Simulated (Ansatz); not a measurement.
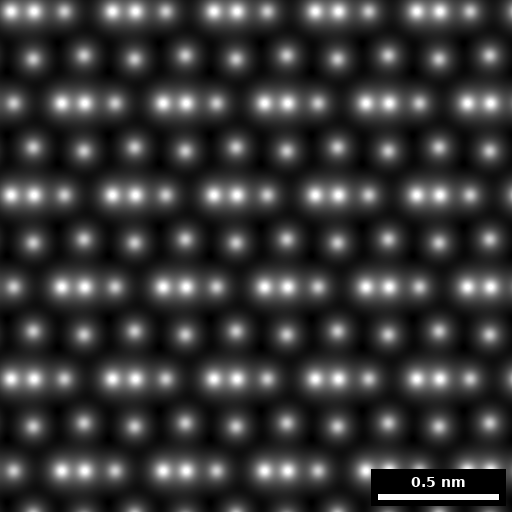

Projected-potential map of a crystal. Computed as the sum of neutral-atom potentials (tabulated electron scattering factors, B = 0.5 Å²) projected along the beam and smoothed by 0.25 Å; brighter is more positive. The display is stretched by a gamma of 0.6; percentages refer to the linear signal.

**Give the net of the columns and its spacings.**

The pattern repeats on a centred rectangular net of 4.2 × 7.7 Å.

**What is the plane group of the image?**

cm: mirror lines alternating with glide lines on a centred net, no rotation.

**How many columns does the smallest repeating cell hold, and how many levels of brightness?**

5 columns in the primitive cell of 16.3 Å², with 2 levels of brightness (about 100, 65 % of the brightest, counted from the darkest point).

The crystal is Sn$_{2}$As$_{3}$ (Amm2, No. 38) seen along [101]. Model: coordinates from a relaxation with DFT PBE, scalar-relativistic, plane waves, PAW (Ansatz); the starting structure was generated, so it need not be a known form of this composition.
